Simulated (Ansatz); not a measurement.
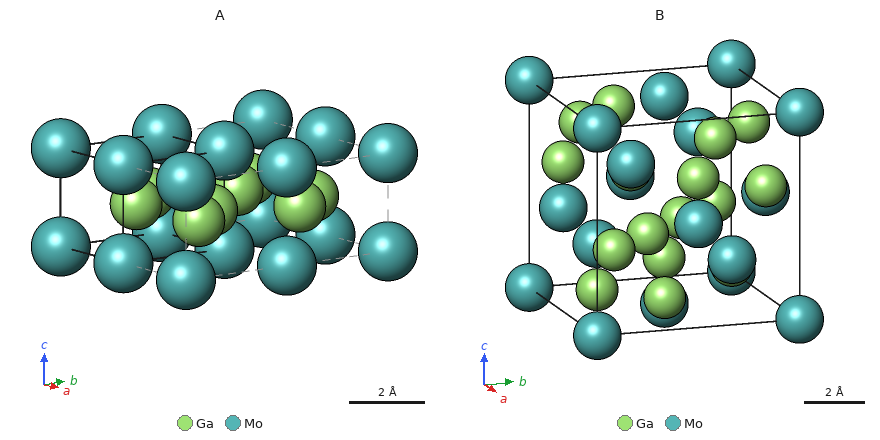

Two structures of Ga₂Mo, each relaxed to rest (conventional cells in solid outline, small ones repeated, not to one scale). Method: DFT PBE, scalar-relativistic, plane waves, PAW (Ansatz), without spin polarisation.

What are the two structures?

Answer. A: AlB₂ type, P6/mmm. B: cubic Laves phase (C15, MgCu₂ type), Fd-3m.

Compare their energies: which is lower?

Answer. A is lower, by 225 meV/atom at this level of theory (energies at zero smearing). Volumes: A 15.3, B 15.0 Å³/atom.

One or both may be structure types tried for this composition rather than known phases.
